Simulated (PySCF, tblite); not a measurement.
# C₄H₃F₅O: dynamics, then NMR shifts on frames, part 1 of 2

Aim: move C₄H₃F₅O (`F[C@@H]1C[C@]1(F)OC(F)(F)F`) away from its starting geometry and see how NMR shifts follow the geometry.

The runs use tblite 0.8.0 and PySCF 2.14.0, with density-fitted response routines of our own; the level of theory stands in each step. All values are computed, except where a source is named. Atoms count from 0, in the outputs and in this text.

**1. The molecule as given**

13 atoms, charge 0, multiplicity 1; geometry from: GFN2-xTB.

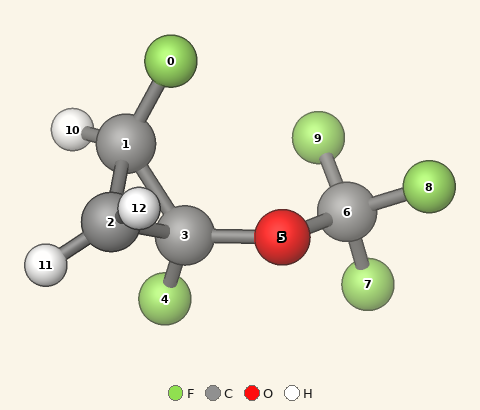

As it starts; fluorine green, carbon grey, oxygen red, hydrogen white, atoms numbered.

**2. Thermal motion with GFN2-xTB**

Job settings and geometry (Å):

```
{"job": {"kind": "md", "xc": "GFN2-xTB", "basis": "xTB", "temperature": 200, "steps": 2000, "every": 50, "frames": 5}, "charge": 0, "multiplicity": 1}
F     -0.925803     1.726922     0.651668
C     -1.242349     0.695548    -0.163789
C     -1.606986    -0.618363     0.476137
C     -0.297058    -0.469282    -0.224086
F     -0.139386    -1.072117    -1.430677
O      0.864618    -0.513368     0.532869
C      1.945223     0.110237     0.038059
F      2.600691    -0.626374    -0.862041
F      2.787455     0.352943     1.030602
F      1.669149     1.270348    -0.558823
H     -1.730027     1.041110    -1.066620
H     -2.362359    -1.226923     0.006085
H     -1.567556    -0.670194     1.552887
```

Method: GFN2-xTB Langevin dynamics, gas phase.

Started as:

```bash
$ OMP_NUM_THREADS=1 python probes_run.py task.json out
```

This one command runs all jobs of the session in turn.

The log of the run:

```text
t/fs     T/K      E/eV
    0.0   166.7  -1028.93147
   25.0    92.7  -1028.74592
   50.0   164.1  -1028.73209
   75.0   137.4  -1028.76179
  100.0   132.0  -1028.64292
  125.0   262.1  -1028.75057
  150.0   148.5  -1028.60215
  175.0   164.7  -1028.61364
  200.0   167.1  -1028.57619
  225.0   194.2  -1028.66220
  250.0   230.0  -1028.55894
  275.0   302.7  -1028.63752
  300.0   211.7  -1028.58498
  325.0   231.0  -1028.68002
  350.0   251.1  -1028.66627
  375.0   210.6  -1028.63819
  400.0   233.1  -1028.64814
  425.0   296.8  -1028.63578
  450.0   284.1  -1028.62847
  475.0   172.7  -1028.48271
  500.0   287.1  -1028.62188
  525.0   246.2  -1028.65940
  550.0   204.4  -1028.65655
  575.0   154.8  -1028.56225
  600.0   208.9  -1028.67535
  625.0   207.6  -1028.73297
  650.0   229.5  -1028.75420
  675.0   138.0  -1028.66157
  700.0   160.7  -1028.64471
  725.0   201.1  -1028.63539
  750.0   268.5  -1028.68919
  775.0   144.3  -1028.52665
  800.0   153.4  -1028.59990
  825.0   167.3  -1028.66697
  850.0   242.8  -1028.68755
  875.0   169.8  -1028.54430
  900.0   212.1  -1028.55512
  925.0   234.2  -1028.62183
  950.0   226.6  -1028.45382
  975.0   269.1  -1028.54669
 1000.0   191.7  -1028.55148
```

Run time: 12 s. Hardware: 1 thread of Arm Neoverse V1, shared host; peak memory 0.24 GiB.

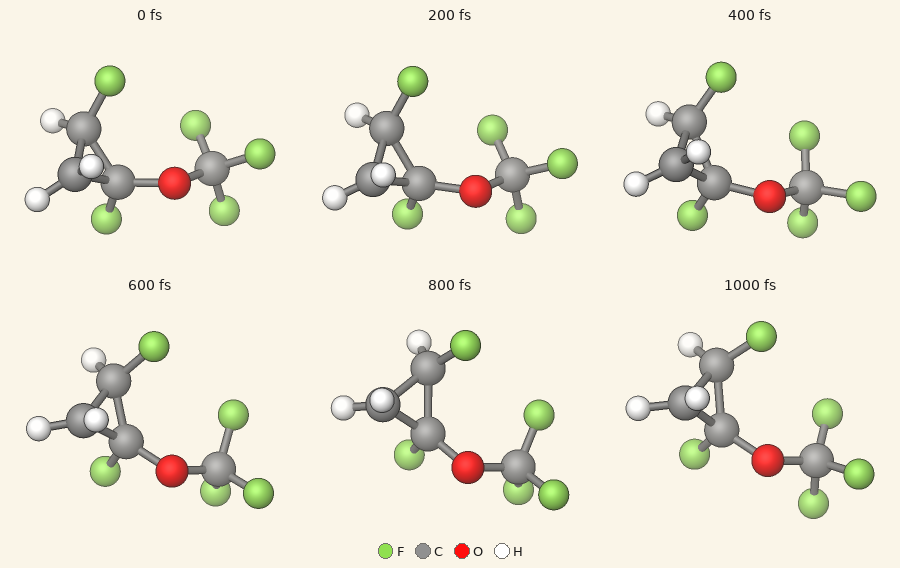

Frames of the run.

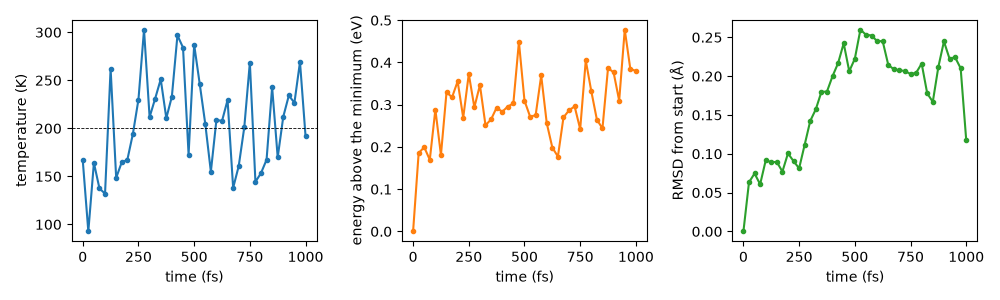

Temperature, potential energy and distance from the start.

Positions (Å) and forces (eV/Å) at 1000 fs:

```xyz
13

F    -0.654    1.564    1.366   -0.118    0.339   -0.150
C    -1.424    0.969    0.441   -1.192   -1.445   -0.622
C    -2.328   -0.202    0.964   -0.832    1.139   -1.646
C    -1.110   -0.508    0.141   -0.463    0.797   -0.113
F    -1.317   -0.822   -1.186    0.151   -0.153    0.690
O    -0.117   -1.261    0.735   -0.377    0.310    0.634
C     1.171   -1.034    0.503    0.378   -0.919   -1.409
F     1.523   -1.779   -0.611    0.261    0.657    0.763
F     1.917   -1.498    1.508   -0.418    0.558   -0.524
F     1.481    0.227    0.207    0.108   -0.443    0.347
H    -1.826    1.619   -0.415    0.917   -0.807    1.417
H    -3.314   -0.341    0.422    1.263    0.227    0.766
H    -2.386   -0.343    2.030    0.321   -0.261   -0.153
```

**3. Nuclear shieldings: 250 fs, PBE0/pcSseg-1**

Job settings and geometry (Å):

```
{"job": {"kind": "nmr", "xc": "PBE0", "basis": "pcSseg-1", "pop": false}, "charge": 0, "multiplicity": 1}
F     -1.179700     1.639800     0.996500
C     -1.443900     0.734300     0.072200
C     -1.818600    -0.616300     0.594400
C     -0.494900    -0.453600    -0.115800
F     -0.335500    -0.937700    -1.419800
O      0.718000    -0.607900     0.573400
C      1.849500     0.011400     0.021400
F      2.320200    -0.673600    -0.952100
F      2.789200     0.106200     1.020100
F      1.526200     1.228800    -0.421200
H     -1.854200     1.224200    -0.786100
H     -2.657900    -1.188500     0.062600
H     -1.723100    -0.787800     1.673900
```

Method: GIAO PBE0/pcSseg-1 NMR shielding, non-relativistic, gas phase.

The log of the run:

```text
coarse grid: 12720 points
cycle   1  E = -727.4926867051  dE =  1.867e+00  |g| = 1.194e+00  |ddm| = 3.233e+00
cycle   2  E = -727.2478473830  dE =  2.448e-01  |g| = 1.775e+00  |ddm| = 1.477e+00
cycle   3  E = -727.7312722732  dE = -4.834e-01  |g| = 8.088e-02  |ddm| = 9.155e-01
cycle   4  E = -727.7317912902  dE = -5.190e-04  |g| = 6.126e-02  |ddm| = 7.613e-02
cycle   5  E = -727.7323906679  dE = -5.994e-04  |g| = 9.407e-03  |ddm| = 3.834e-02
cycle   6  E = -727.7324025389  dE = -1.187e-05  |g| = 3.355e-03  |ddm| = 6.847e-03
cycle   7  E = -727.7324044440  dE = -1.905e-06  |g| = 7.481e-04  |ddm| = 2.457e-03
final grid: 130176 points
cycle   8  E = -727.8328571136  dE = -4.857e-05  |g| = 1.176e-02  |ddm| = 2.734e-02
cycle   9  E = -727.8328304105  dE =  2.670e-05  |g| = 1.736e-02  |ddm| = 1.601e-02
cycle  10  E = -727.8328813447  dE = -5.093e-05  |g| = 8.548e-04  |ddm| = 9.304e-03
cycle  11  E = -727.8328814531  dE = -1.084e-07  |g| = 3.542e-04  |ddm| = 7.082e-04
cycle  12  E = -727.8328814706  dE = -1.747e-08  |g| = 9.474e-05  |ddm| = 2.237e-04
cycle  13  E = -727.8328814718  dE = -1.237e-09  |g| = 2.464e-05  |ddm| = 6.275e-05
cycle  14  E = -727.8328814719  dE = -8.708e-11  |g| = 7.500e-06  |ddm| = 1.992e-05
converged SCF energy = -727.8328814719

GIAO shielding tensors (ppm)
atom      isotropic    diamagn.    paramagn.     s11        s22        s33       span
  0 F      408.737     471.344     -62.607    379.096    410.961    436.153     57.057
  1 C      113.266     245.599    -132.334     65.190     90.924    183.682    118.492
  2 C      160.535     257.559     -97.024    141.772    148.684    191.149     49.376
  3 C       74.111     241.165    -167.053     31.405     58.616    132.312    100.907
  4 F      313.560     475.631    -162.071    185.099    339.384    416.196    231.097
  5 O      162.432     398.829    -236.396    106.091    161.878    219.328    113.237
  6 C       51.968     239.430    -187.461     50.300     50.829     54.775      4.475
  7 F      246.411     468.981    -222.570    204.521    223.880    310.832    106.311
  8 F      224.612     469.592    -244.980    150.973    157.612    365.251    214.278
  9 F      246.976     474.706    -227.730    179.778    215.311    345.839    166.061
 10 H       26.886      30.218      -3.332     22.545     26.568     31.545      9.000
 11 H       28.053      27.425       0.628     23.812     24.630     35.718     11.906
 12 H       29.175      29.493      -0.318     24.695     27.183     35.646     10.951
```

Run time: 32 s. Hardware: 1 thread of Arm Neoverse V1, shared host; peak memory 0.86 GiB.

The references, computed at this level on geometries of the same kind, shield at (ppm): 1H TMS 31.72, 13C TMS 186.9, 19F CFCl3 170.9, 17O H2O 336.1. Their shielding less the atom's gives the shift. The references are single molecules in the gas phase, so shifts against H2O, NH3, PH3, H3PO4 or CFCl3 are not on the usual liquid scales and can be off by tens of ppm. Each atom is listed at this fixed geometry, with no averaging over motion; a spectrum would average atoms that exchange fast.

| atoms | environment | σ (ppm) | δ (ppm) |
| --- | --- | --- | --- |
| C6 | CF3 carbon | 52.0 | 135.0 |
| C3 | three-membered-ring carbon bearing a halogen | 74.1 | 112.8 |
| C1 | three-membered-ring carbon bearing a halogen | 113.3 | 73.7 |
| C2 | three-membered-ring carbon | 160.5 | 26.4 |
| H10 | hydrogen on a three-membered-ring carbon bearing a halogen | 26.89 | 4.83 |
| H11 | hydrogen on a three-membered-ring carbon | 28.05 | 3.66 |
| H12 | hydrogen on a three-membered-ring carbon | 29.17 | 2.54 |
| F8 | fluorine of an OCF3 group | 224.6 | -53.7 |
| F7 | fluorine of an OCF3 group | 246.4 | -75.5 |
| F9 | fluorine of an OCF3 group | 247.0 | -76.0 |
| F4 | fluorine on an sp3 carbon | 313.6 | -142.6 |
| F0 | fluorine on an sp3 carbon | 408.7 | -237.8 |
| O5 | ether oxygen | 162.4 | 173.6 |

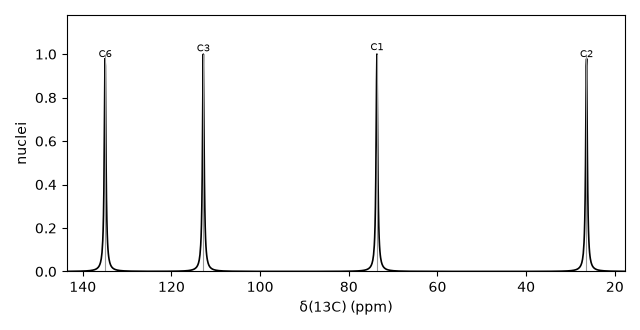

13C lines at the computed shifts, without couplings. Lines are broadened to a width of 0.43 ppm (Lorentzian).

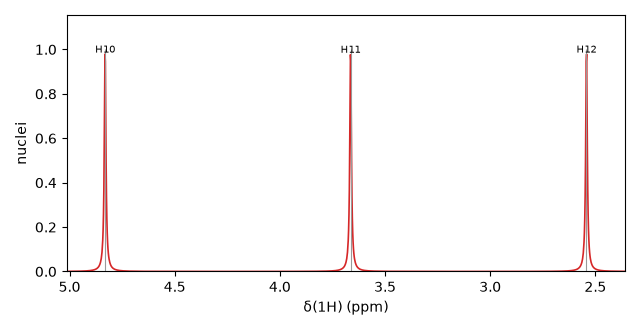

1H lines at the computed shifts, without couplings. Lines are broadened to a width of 0.01 ppm (Lorentzian).

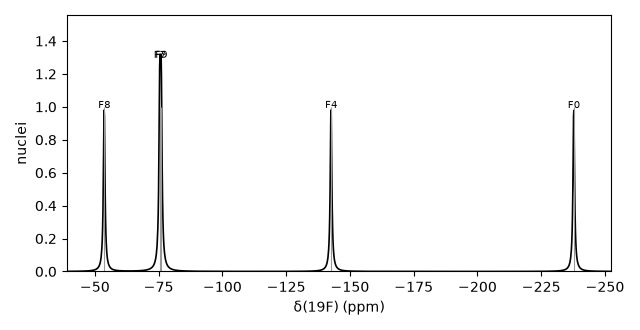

19F lines at the computed shifts, without couplings. Lines are broadened to a width of 0.74 ppm (Lorentzian).

Ring of atoms C1, C2, C3: NICS(0) -27.8, NICS(1) -6.6, NICS(1)zz -12.2 ppm (means of both faces; NICS(1) differs between them: -7.7 and -5.5).

The two faces differ (NICS(1)zz -15.4 and -9.0 ppm).

In rings of three or four atoms NICS is ruled by the nearby σ bonds, so it says little on aromaticity.

The fields below are evaluated on a grid from the run's orbitals.

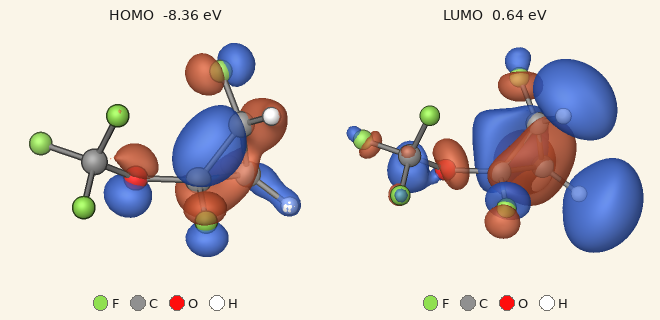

Frontier orbitals at PBE0/pcSseg-1; each surface holds 70 % of the orbital's density, blue and red mark the sign.

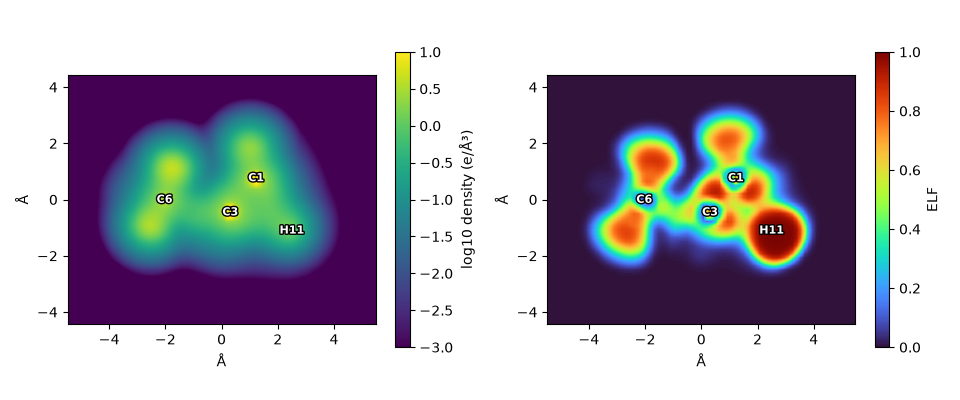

Density (left) and ELF (right) in a plane through or near 4 of the atoms.

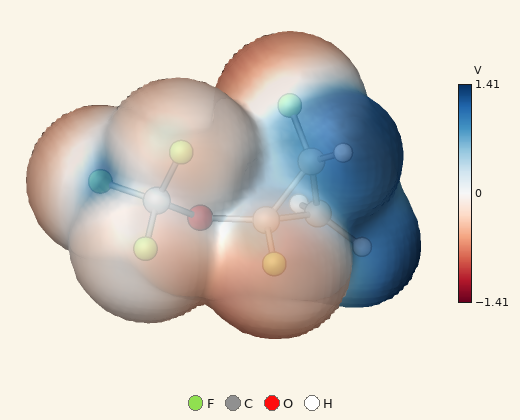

Electrostatic potential on the surface of density 0.002 e/bohr³; red is low, blue high. It runs, from the 1st to the 99th percentile, from -0.69 V near O5 to 1.41 V near H11.

(Continued in part 2 of 2.)
